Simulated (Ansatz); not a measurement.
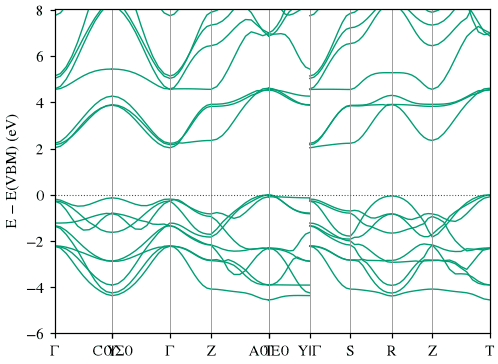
Figure. Band structure from LDA in the plane-wave PAW code Ansatz

Q: Read off the gap and where the band edges lie.

A: About 2.0 eV (2.03 eV by a search for the band edges); maximum at T, minimum at Γ.

The material is BaTiO3 in space group Amm2 (No. 38; Ba on 2a, Ti on 2b, O on 4e, O on 2a).

This is a known low-temperature phase of the composition, computed here at zero pressure and temperature. Symmetry was held in the LDA relaxation. At this level the phase is dynamically unstable (imaginary phonons). The run is not spin-polarised. Scalar-relativistic: spin–orbit coupling is off unless named, which matters more the heavier the elements.

Potentials: the later of the program's two PAW sets.
